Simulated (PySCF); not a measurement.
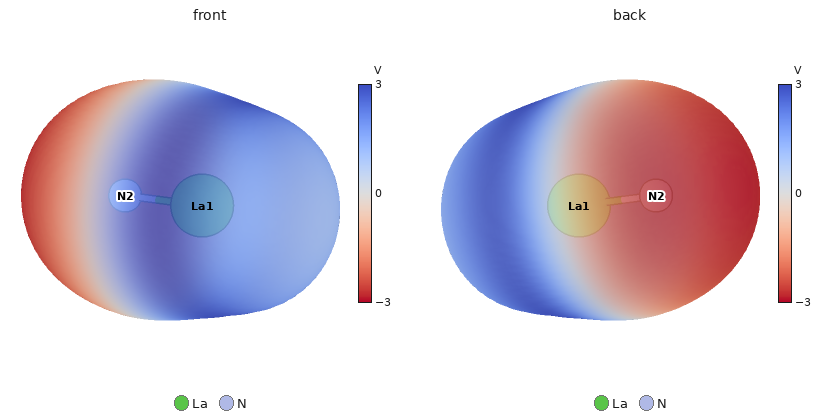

Figure 1: LaN. The molecular electrostatic potential painted on the density surface at 0.001 e/bohr³, seen from the front and from behind; the colour scale runs from red (negative) to blue (positive).

All numbers below come from PySCF, PBE0/x2c-SVPall, spin-free X2C-1e, Gaussian nucleus, at a bond length of 1.801 Å.

### Which sites attract a positive test charge, and which a negative one?

A positive charge is drawn to the negative regions and a negative charge to the positive ones. The most negative region (about −2.9 V, or −67 kcal/mol for a unit charge) lies over N2, the most positive (about +2.9 V, or +67 kcal/mol for a unit charge) over La1. N2 is the likeliest acceptor of a hydrogen bond.
